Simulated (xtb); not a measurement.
## Energy and gradient calculation of B2SiH5O2

The run: energy and gradient calculation of B2SiH5O2, multiplicity 2, SMILES [BH]OBO[SiH3]. Method and program: GFN1-xTB (xtb 6.7.1).

The geometry comes from this level: GFN2-xTB.

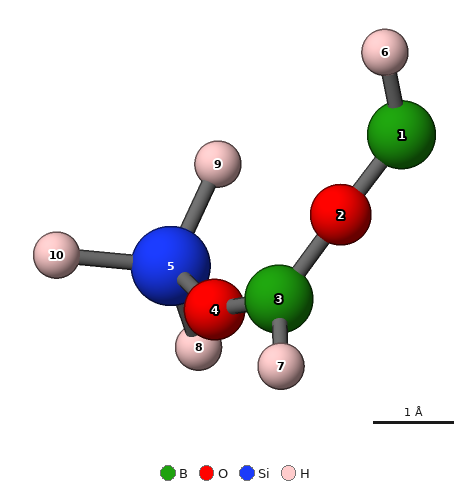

The structure as given in the input (ball-and-stick view, seen at a tilt; atoms are numbered from 1 in the order of the input). Bond lengths as drawn: B–H 1.17 to 1.18 Å, B–O 1.27 to 1.35 Å, H–Si 1.46 to 1.47 Å and O–Si 1.61 Å.

The input (input.xyz):
```
10

B     -1.54828000     1.33709000     1.56530000
O     -0.65255000     1.34564000     0.66437000
B      0.22024000     1.25135000    -0.33554000
O      0.61787000     0.04443000    -0.79215000
Si     0.53228000    -1.56125000    -0.74298000
H     -1.37945000     1.35963000     2.72365000
H      0.63993000     2.22865000    -0.84230000
H      0.05802000    -1.95907000    -2.06887000
H     -0.38715000    -2.04209000     0.29596000
H      1.89910000    -2.00438000    -0.46743000
```

File detailed.inp:
```
$chrg 0
$spin 1
$end
```

Launch command:
```bash
xtb input.xyz --json --gfn 1 -I detailed.inp --grad > xtb.out
```

What the program printed:
```
* xtb version 6.7.1
   ID    Z sym.   atoms
    1    5 B      1, 3
    2    8 O      2, 4
    3   14 Si     5
    4    1 H      6-10

           -------------------------------------------------
          |                Calculation Setup                |
           -------------------------------------------------

          program call               : xtb input.xyz --json --gfn 1 -I detailed.inp --grad
          coordinate file            : input.xyz
          omp threads                :                     1

           -------------------------------------------------
          |                 G F N 1 - x T B                 |
           -------------------------------------------------

      * Hamiltonian:
        H0-scaling (s, p, d)           1.850000    2.250000    2.000000
        zeta-weighting                 0.000000
      * Dispersion:
        s8                             2.400000
        a1                             0.630000
        a2                             5.000000
        s9                             0.000000
      * Repulsion:
        kExp                           1.500000
        rExp                           1.000000
      * Coulomb:
        alpha                          2.000000
        third order                    atomic
        anisotropic                    false
      * Halogen bond correction:
        rad-scale                      1.300000
        damping                        0.440000

          ...................................................
          :                      SETUP                      :
          :.................................................:
          :  # basis functions                  36          :
          :  # atomic orbitals                  35          :
          :  # shells                           21          :
          :  # electrons                        27          :
          :  # halogen bonds                     0          :
          :  max. iterations                   250          :
          :  Hamiltonian                  GFN1-xTB          :
          :  restarted?                      false          :
          :  GBSA solvation                  false          :
          :  PC potential                    false          :
          :  electronic temp.          300.0000000     K    :
          :  accuracy                    1.0000000          :
          :  -> integral cutoff          0.2500000E+02      :
          :  -> integral neglect         0.1000000E-07      :
          :  -> SCF convergence          0.1000000E-05 Eh   :
          :  -> wf. convergence          0.2000000E-04 e    :
          :  Broyden damping             0.4000000          :
          :  net charge                          0          :
          :  unpaired electrons                  1          :
          ...................................................

 iter      E             dE          RMSdq      gap      omega  full diag
   1    -16.9490074 -0.169490E+02  0.808E+00    2.15       0.0  T
   2    -17.0148107 -0.658033E-01  0.453E+00    2.57       1.0  T
   3    -17.0172015 -0.239077E-02  0.120E+00    2.56       1.0  T
   4    -17.0175373 -0.335830E-03  0.650E-01    2.48       1.0  T
   5    -17.0211889 -0.365165E-02  0.168E-01    2.54       1.0  T
   6    -17.0213706 -0.181702E-03  0.147E-02    2.54       2.2  T
   7    -17.0213722 -0.150512E-05  0.351E-03    2.54       9.0  T
   8    -17.0213723 -0.112236E-06  0.101E-03    2.54      31.2  T
   9    -17.0213723  0.602981E-09  0.776E-04    2.54      40.7  T
  10    -17.0213723 -0.535941E-08  0.269E-04    2.54     117.5  T
  11    -17.0213723 -0.556788E-09  0.703E-05    2.54     449.7  T
  12    -17.0213723 -0.442064E-10  0.166E-05    2.54    1899.4  T

   *** convergence criteria satisfied after 12 iterations ***

         #    Occupation            Energy/Eh            Energy/eV
      -------------------------------------------------------------
         1        2.0000           -0.8112920             -22.0764
       ...           ...                  ...                  ...
         8        2.0000           -0.5558052             -15.1242
         9        2.0000           -0.5446797             -14.8215
        10        2.0000           -0.5003628             -13.6156
        11        2.0000           -0.4632210             -12.6049
        12        2.0000           -0.4470660             -12.1653
        13        2.0000           -0.4467667             -12.1571
        14        1.0000           -0.2989586              -8.1351 (HOMO)
        15                         -0.2057451              -5.5986 (LUMO)
        16                         -0.1765179              -4.8033
        17                         -0.1709779              -4.6525
        18                         -0.1396805              -3.8009
        19                         -0.1374736              -3.7408
       ...                                ...                  ...
        35                          1.3704765              37.2926
      -------------------------------------------------------------
                  HL-Gap            0.0932134 Eh            2.5365 eV
             Fermi-level           -0.3126073 Eh           -8.5065 eV

 SCC (total)                   0 d,  0 h,  0 min,  0.006 sec
 SCC setup                      ...        0 min,  0.000 sec (  0.951%)
 Dispersion                     ...        0 min,  0.000 sec (  0.416%)
 classical contributions        ...        0 min,  0.000 sec (  0.170%)
 integral evaluation            ...        0 min,  0.001 sec ( 23.918%)
 iterations                     ...        0 min,  0.002 sec ( 29.966%)
 molecular gradient             ...        0 min,  0.003 sec ( 42.986%)
 printout                       ...        0 min,  0.000 sec (  1.500%)

         :::::::::::::::::::::::::::::::::::::::::::::::::::::
         ::                     SUMMARY                     ::
         :::::::::::::::::::::::::::::::::::::::::::::::::::::
         :: total energy             -16.867034188772 Eh    ::
         :: gradient norm              0.067779339133 Eh/a0 ::
         :: HOMO-LUMO gap              2.536467050329 eV    ::
         ::.................................................::
         :: SCC energy               -17.021372269276 Eh    ::
         :: -> electrostatic           0.050036393976 Eh    ::
         :: repulsion energy           0.157313266055 Eh    ::
         :: dispersion energy         -0.002975185551 Eh    ::
         :: halogen bond corr.         0.000000000000 Eh    ::
         :: add. restraining           0.000000000000 Eh    ::
         :: total charge               0.000000000000 e     ::
         :::::::::::::::::::::::::::::::::::::::::::::::::::::

           -------------------------------------------------
          |                Property Printout                |
           -------------------------------------------------

    * Orbital Energies and Occupations

         #    Occupation            Energy/Eh            Energy/eV
      -------------------------------------------------------------
         1        2.0000           -0.8112920             -22.0764
         2        2.0000           -0.7812454             -21.2588
         3        2.0000           -0.6857871             -18.6612
         4        2.0000           -0.6403394             -17.4245
         5        2.0000           -0.6058303             -16.4855
         6        2.0000           -0.6047696             -16.4566
         7        2.0000           -0.5599743             -15.2377
         8        2.0000           -0.5558052             -15.1242
         9        2.0000           -0.5446797             -14.8215
        10        2.0000           -0.5003628             -13.6156
        11        2.0000           -0.4632210             -12.6049
        12        2.0000           -0.4470660             -12.1653
        13        2.0000           -0.4467667             -12.1571
        14        1.0000           -0.2989586              -8.1351 (HOMO)
        15                         -0.2057451              -5.5986 (LUMO)
        16                         -0.1765179              -4.8033
        17                         -0.1709779              -4.6525
        18                         -0.1396805              -3.8009
        19                         -0.1374736              -3.7408
        20                         -0.0706255              -1.9218
        21                         -0.0646379              -1.7589
        22                         -0.0422144              -1.1487
        23                         -0.0412654              -1.1229
        24                         -0.0274747              -0.7476
        25                          0.0451725               1.2292
       ...                                ...                  ...
        35                          1.3704765              37.2926
      -------------------------------------------------------------
                  HL-Gap            0.0932134 Eh            2.5365 eV
             Fermi-level           -0.3126073 Eh           -8.5065 eV

  Mulliken/CM5 charges         n(s)   n(p)   n(d)
     1B     0.28650  0.14159   1.051  1.663  0.000
     2O    -0.38496 -0.33056   1.624  4.761  0.000
     3B     0.54195  0.36973   0.787  1.671  0.000
     4O    -0.40829 -0.39843   1.633  4.775  0.000
     5Si    0.35640  0.11002   1.184  1.733  0.727
     6H    -0.06895  0.04531   1.069  0.000  0.000
     7H    -0.09410  0.02683   1.094  0.000  0.000
     8H    -0.07520  0.01327   1.075  0.000  0.000
     9H    -0.07922  0.00782   1.079  0.000  0.000
    10H    -0.07413  0.01441   1.074  0.000  0.000

Wiberg/Mayer (AO) data.
largest (>0.10) Wiberg bond orders for each atom

 ---------------------------------------------------------------------------
     #   Z sym  total        # sym  WBO       # sym  WBO       # sym  WBO
 ---------------------------------------------------------------------------
     1   5 B    2.560 --     2 O    1.379     6 H    0.968     3 B    0.151
     2   8 O    2.492 --     1 B    1.379     3 B    1.061
     3   5 B    3.233 --     2 O    1.061     4 O    1.004     7 H    0.932
                             1 B    0.151
     4   8 O    2.469 --     5 Si   1.379     3 B    1.004
     5  14 Si   4.284 --     4 O    1.379     9 H    0.943    10 H    0.942
                             8 H    0.942
     6   1 H    1.014 --     1 B    0.968
     7   1 H    0.995 --     3 B    0.932
     8   1 H    0.991 --     5 Si   0.942
     9   1 H    0.990 --     5 Si   0.943
    10   1 H    0.991 --     5 Si   0.942
 ---------------------------------------------------------------------------

Topologies differ in total number of bonds
Writing topology from bond orders to xtbtopo.mol

 dipole moment from electron density (au)
     X       Y       Z
  -0.2106   0.2221   0.3035  total (Debye):    1.096

           -------------------------------------------------
          | TOTAL ENERGY              -16.867034188772 Eh   |
          | GRADIENT NORM               0.067779339133 Eh/α |
          | HOMO-LUMO GAP               2.536467050329 eV   |
           -------------------------------------------------

------------------------------------------------------------------------
------------------------------------------------------------------------
 total:
 *  cpu-time:     0 d,  0 h,  0 min,  0.011 sec
 * ratio c/w:     1.000 speedup
 SCF:
 *  cpu-time:     0 d,  0 h,  0 min,  0.006 sec
 * ratio c/w:     1.000 speedup
```

Standard error:
```
normal termination of xtb
```

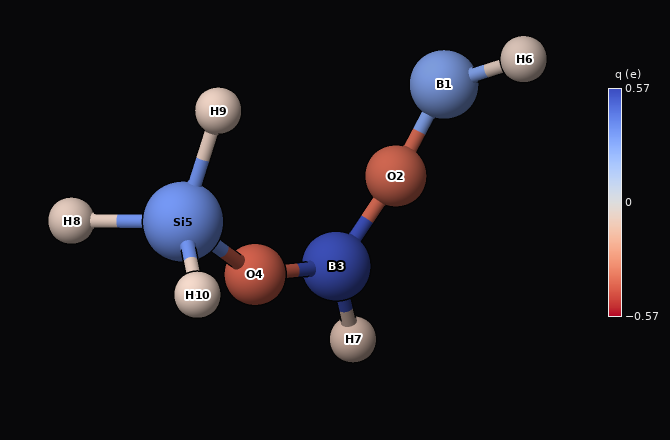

Mulliken charges, as the colour of each atom (ball-and-stick view, seen at a tilt; atoms are numbered from 1 in the order of the input). By element: B +0.29 to +0.54, O −0.41 to −0.38, Si +0.36 and H −0.09 to −0.07 e.

Summary:

| quantity | value |
| --- | --- |
| outcome | converged |
| electrons treated | 27 |
| total energy | −16.867034 hartree |
| dispersion energy | −0.002975 hartree |
| basis functions | 36 |
| largest force | 2.240 eV/Å |
| dipole moment | 1.10 D |
| hardware | 1 thread of Intel Xeon (Granite Rapids), 16 GiB of memory available, shared host |
| peak memory | 0.07 GiB |
